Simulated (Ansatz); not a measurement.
FH$_{2}$IO$_{2}$Zr

Input

```
crystal:
  periodic: [false, false, false]
  atoms:
    - {symbol: O, position_ang: [0.259244, 1.120842, 1.237297]}
    - {symbol: Zr, position_ang: [-0.042368, -0.408115, 0.155052]}
    - {symbol: O, position_ang: [0.443333, -0.075903, -1.648816]}
    - {symbol: F, position_ang: [1.020683, -1.840243, 0.816510]}
    - {symbol: I, position_ang: [-2.704342, -1.079587, 0.263804]}
    - {symbol: H, position_ang: [0.410067, 1.968519, 1.645791]}
    - {symbol: H, position_ang: [0.674681, 0.246288, -2.515338]}
basis:
  gaussian: {orbitals: def2-TZVPP}
hamiltonian: {xc: pbe0, dispersion: d4}
output: {orbitals: {seedname: orbitals}}
```

Launched as:

```sh
ansatz run in.yaml --threads 4 --pin off --events-out ev --progress --plain --max-ram 10444MiB
```

Geometry: PBE0-D4/def2-TZVP; core potentials replace the inner electrons of Zr and I.

Theory: RKS PBE0-D4/def2-TZVPP in Ansatz 0.2.0.

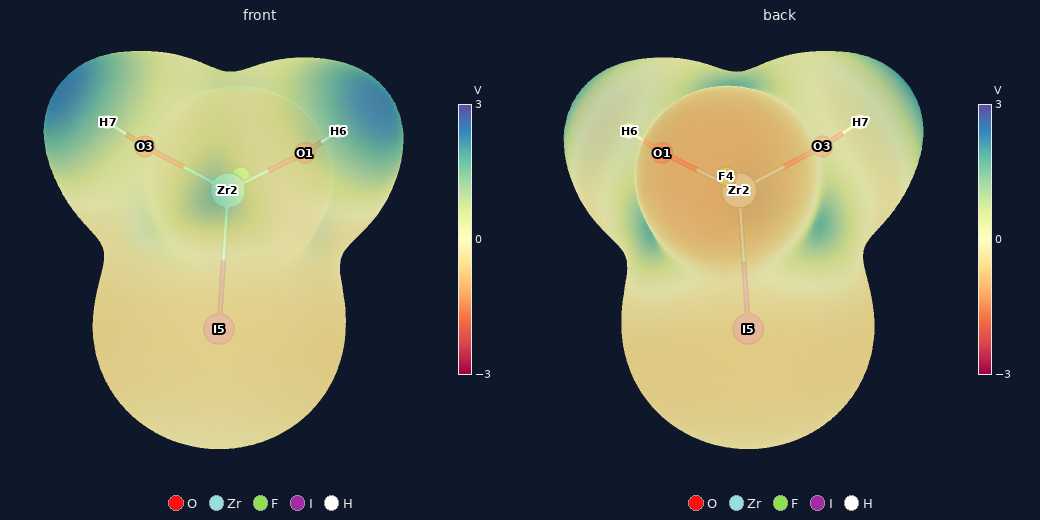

Figure 1. The electrostatic potential painted on the density surface at 0.001 e/bohr³, seen from the front and from behind; red is negative and blue positive.

Q: Which sites attract a positive test charge, and which a negative one?

A: A positive charge is drawn to the negative regions and a negative charge to the positive ones. The most negative region (about −1.1 V) lies over F4, the most positive (about +2.4 V) over H6 and H7.

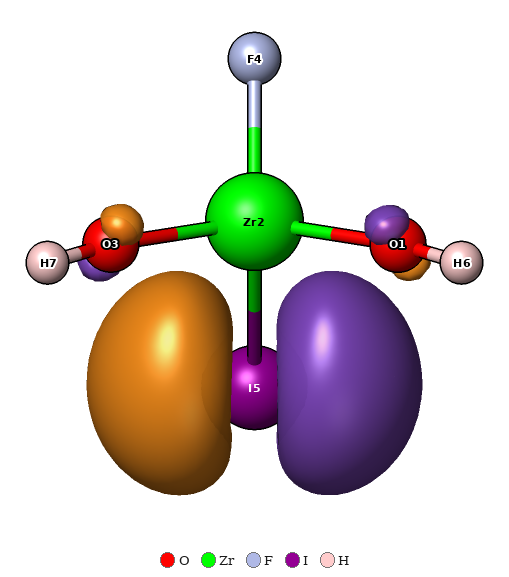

Figure 2. One frontier orbital at ±0.15 Å⁻³ᐟ² (orange and purple are the two phases), seen from one side.

Q: Which orbital is it: HOMO or LUMO?

A: The HOMO, at −7.57 eV. Its weight (Hirshfeld) is mainly on I5 (about 90 %); largely a lone pair of I5.

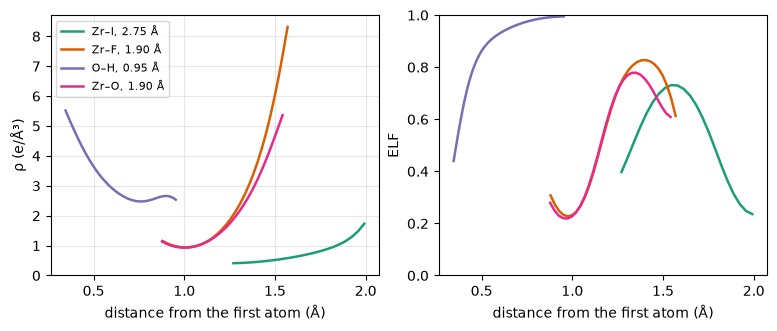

Figure 3. Electron density and ELF along straight lines between neighbouring atoms. The curves leave out the atomic cores.

Q: Compare the contacts.

A: Zr–I (2.75 Å): ρ is about 0.44 e/Å³ halfway; the ELF peaks at about 0.75 in the valence shell of I, 1.2 Å from its nucleus, and is about 0.55 at the midpoint.
Zr–F (1.90 Å): ρ at the midpoint is about 0.98 e/Å³; the ELF peaks at about 0.85 in the valence shell of F, 0.5 Å from its nucleus, and drops to about 0.25 between the two atoms.
O–H (0.95 Å): ρ is about 3.9 e/Å³ halfway; the ELF climbs to about 1 towards the hydrogen, as it does in any bond to H: an ordinary covalent bond to hydrogen.
Zr–O (1.90 Å): ρ is about 0.97 e/Å³ halfway; the ELF peaks at about 0.80 in the valence shell of O, 0.5 Å from its nucleus, and drops to about 0.20 between the two atoms.
